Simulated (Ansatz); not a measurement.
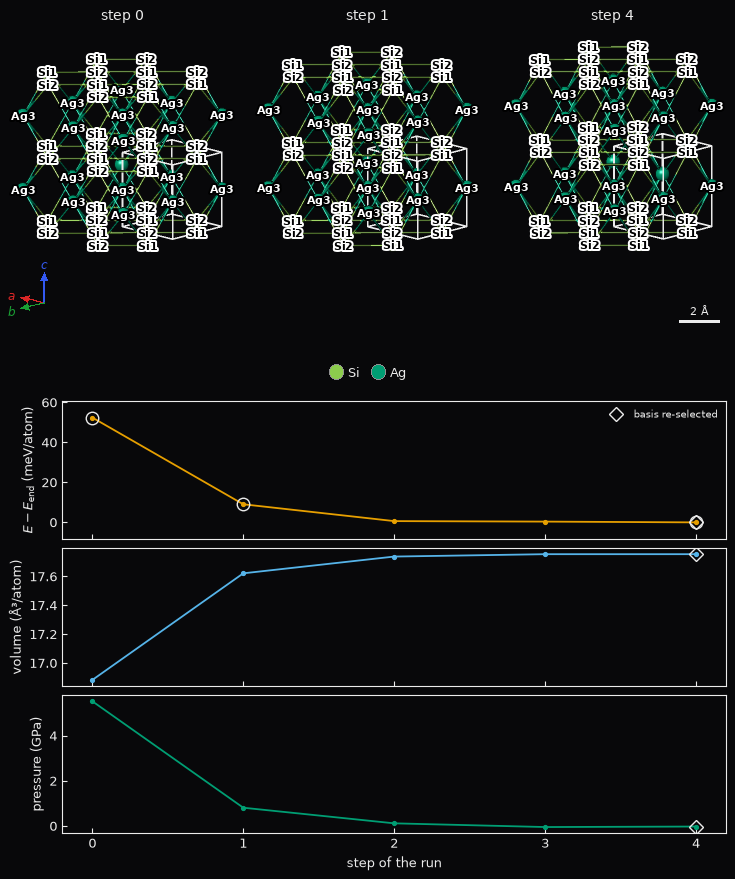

Frames of a relaxation of crystalline Si$_{2}$Ag (a generated structure, set up in P4/mmm) (coarse preliminary run), marked on the history of the run. A ball-and-stick model of the cell of the calculation, repeated 2 × 2 × 2 with one cell outlined, seen from a free direction.

These are results of Ansatz 0.2.0, DFT PBE, scalar-relativistic, plane waves, PAW, not measurements.

Input
```yaml
crystal:
  lattice:
    - [3.59298252, 0.0, 0.0]
    - [0.0, 3.59298252, 0.0]
    - [0.0, 0.0, 3.92337567]
  atoms:
    - { symbol: Si, position: [0.0, 0.5, 0.0] }
    - { symbol: Si, position: [0.5, 0.0, 0.0] }
    - { symbol: Ag, position: [0.0, 0.0, 0.5] }
basis:
  ecutwfc: 420
kpoints:
  mp_grid: { grid: [6, 6, 4] }
hamiltonian:
  xc: pbe
scf:
  occupations: { method: gaussian, width: 0.1 }
  lower_state_search: "off"
output:
  forces: true
  stress: true
  eigenvalues: true
relax:
  adjacent_minimum: "off"
  f_tol: 0.04
  max_steps: 70
  cell: { stress_tol: 0.4 }
```

Launched with:
```bash
ansatz run input.yaml --threads 1 --pin off --max-ram 2560MiB --backend cpu --events-out ev --progress --plain --runs-dir out
```

Describe the path.

Answer. Over 3 accepted moves (4 points after the start) the energy falls by 52.4 meV per atom. All forces vanish by symmetry, so only the cell relaxes. The pressure goes from 5.53 to −0.02 GPa. At 1 point the geometry stayed and the basis and grid were re-selected for the new cell (energy shift of 0.4 meV per atom at most each time). The atoms keep their places relative to the cell (all moves are under 0.005 Å). The drawn cell changes as follows: a = b 3.593 → 3.537 Å (−1.5 %), c 3.923 → 4.256 Å (+8.5 %); the volume changes by +5.2 %. Some distances before and after: Si1–Ag3 2.660 → 2.767 Å, Si1–Si2 2.541 → 2.501 Å. The space group stays P4/mmm (No. 123). From step 0 to 1: volume +4.4 %, energy −43.4 meV per atom. From step 1 to 4: volume +0.8 %, energy −9.1 meV per atom.

```
step  E − E(0), meV/atom  pressure, GPa  volume, Å³/atom                      note
   0                0.00           5.53           16.883                          
   1              -43.39           0.81           17.622                          
   2              -51.81           0.12           17.738                          
   3              -52.06          -0.05           17.754                          
   4              -52.45          -0.02           17.754  same geometry, new basis
```

Limits of the set-up: the k-point mesh is coarse for a cell with partly filled bands.
